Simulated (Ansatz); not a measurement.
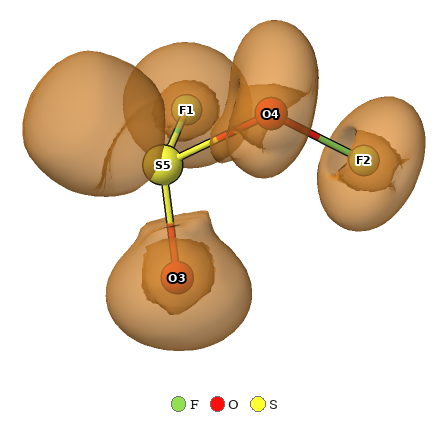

The picture shows: F₂O₂S. Isosurface of the electron localisation function at 0.75 (orange), seen at a tilt. Only the valence region is drawn (cores and ρ < 0.01 e/Å³ removed).

Geometry: r2SCAN-D4/def2-SVP.

All numbers below come from isolated molecule in a Gaussian basis; Kohn-Sham density functional theory, functional PBE0 (Ansatz).

```csv
atom,x (Å),y (Å),z (Å)
F,-0.8235,0.5638,0.6870
F,1.8000,0.7987,-0.4300
O,-0.6414,0.3711,-1.7632
O,1.2259,-0.4922,-0.2027
S,-0.4369,-0.4183,-0.5635
```

> What do the ELF domains correspond to?

At this value the surface marks out two regions on O in which the atom's valence shell and bonds are merged, one lobe on S, pointing away from the bonds (lone pairs) and two regions wrapped around F (its lone pairs, merged into a ring or cap).

Values along the shortest contacts:
O–F (1.43 Å): the ELF peaks at about 0.70 between the atoms. S–O (1.45 Å): the ELF peaks at about 0.80 between the atoms (a polar covalent bond).
